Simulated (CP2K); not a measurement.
Consider hexafluoroacetone at its PBE geometry (Å).

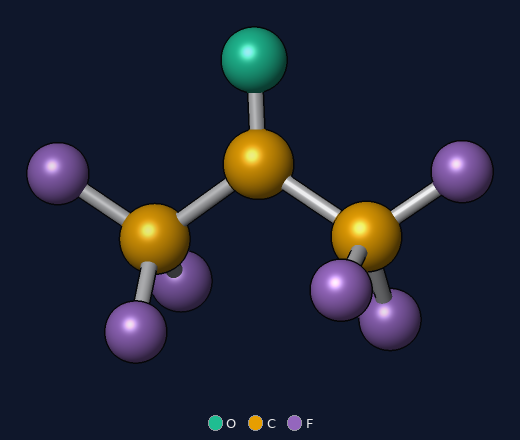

The molecule (oxygen teal, carbon orange, fluorine purple).

```xyz
10

O     0.1699   -0.3884    1.8844
C     0.0565   -0.1473    0.7078
C     1.2928    0.1487   -0.2079
F     2.3809    0.3963    0.5559
F     1.5142   -0.9250   -1.0194
F     1.0658    1.2115   -1.0230
C    -1.3169   -0.0962   -0.0397
F    -1.6063    1.2086   -0.3096
F    -2.3132   -0.6548    0.6691
F    -1.2439   -0.7534   -1.2175
```

Method: CP2K XAS_TDP, all-electron GAPW, PBEh(45%), aug-cc-pVDZ, TDA, GW2X-corrected core level, no relativity.

Where do the C K-edge lines lie, and how strong are they?

Leading lines: C2 288.50 eV and C3 297.27 eV. The leading line of an atom is its first one with 35 % of the strongest within 2.5 eV of its lowest line over the strength cut. Core ionisation energies at this level: C2 297.88 and C3 301.30 eV.

The first six lines of each atom with a strength over 0.0015:

| atom | energy (eV) | states | strength, one atom | above the computed threshold |
| --- | --- | --- | --- | --- |
| C2 (bonded to 2 C and O) | 288.50 | 1 | 0.0639 |  |
|  | 295.56 | 1 | 0.0093 |  |
|  | 296.13 | 1 | 0.0063 |  |
|  | 297.06 | 1 | 0.0031 |  |
|  | 297.17 | 1 | 0.0350 |  |
|  | 297.27 | 1 | 0.0085 |  |
| C3 (bonded to C and 3 F), 2 alike | 295.01 | 1 | 0.0196 |  |
|  | 297.27 | 1 | 0.0791 |  |
|  | 298.46 | 1 | 0.0753 |  |
|  | 298.61 | 1 | 0.0702 |  |
|  | 300.10 | 1 | 0.0120 |  |
|  | 300.53 | 1 | 0.0082 |  |

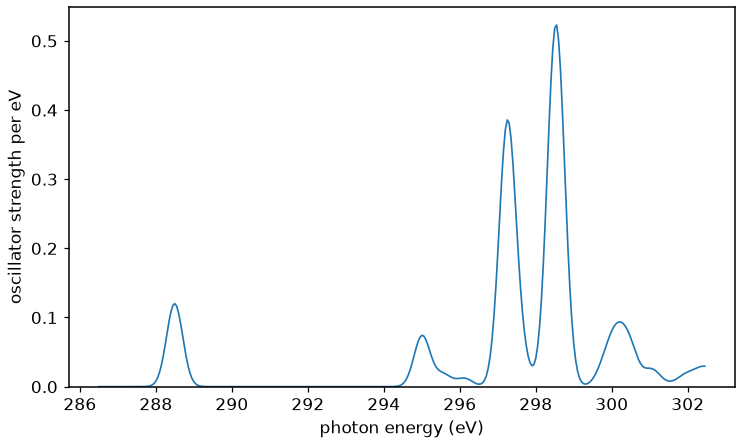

All atoms added, broadened by 0.5 eV.

Lines are vertical, at one geometry, with no vibrational structure. GW2X ionisation energies and lines can be off by 1 to 2 eV either way, and a good line position may hide errors that cancel. These values hold no scalar relativity, about 0.1 eV for C 1s. Rydberg lines, and the discretised continuum above threshold, depend on the basis and the box.

[Banner, clock and machine lines of the logs are left out without a mark of their own.]

[Logs are printed without paths, hosts, clocks, repeated set-up lines and the standing remarks that a program may print on its own settings, such as how far it seeks lower states.]

[Hosts, paths, dates, database ids (printed as entryN), source tags and the programs' standing remarks are cut or masked in the printed files.]
